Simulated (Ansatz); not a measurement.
The figure comes from a scan of MoTe2 (2H-MoS2 type, space group P6_3/mmc): the cell is scaled evenly about its relaxed volume V₀. All values below come from r2SCAN+rVV10 (plane waves to 500 eV, PAW, scalar-relativistic; Ansatz, a first-principles code). k mesh 11×11×3 (Γ-centred), Fermi-Dirac smearing 0.05 eV. The energy includes the smearing's −TS. MoTe2 is run without spin polarisation. MoTe2 was relaxed with its symmetry unable to fall. Spin-orbit coupling is left out, though Te is heavy. The PAW data are Ansatz's earlier set. The zero of ΔE is the relaxed starting cell.

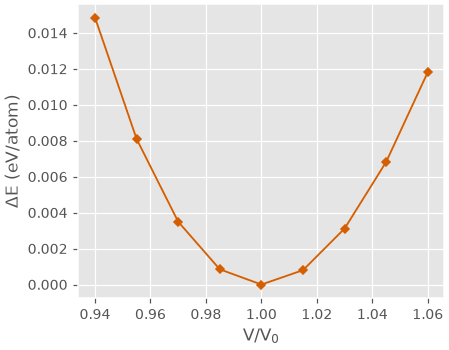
Figure: ΔE (eV/atom) against V/V₀; computed points joined by lines.

Q: Read the plotted values off the figure, to the accuracy that the plot allows.

A: To the nearest 0.0002:

```csv
V/V₀,ΔE (eV/atom)
0.940,0.0148
0.955,0.0082
0.970,0.0034
0.985,0.0008
1.000,0.0000
1.015,0.0008
1.030,0.0032
1.045,0.0068
1.060,0.0118
```

(Under strain, the slope of the energy per volume gives the stress and its curvature an elastic modulus.)
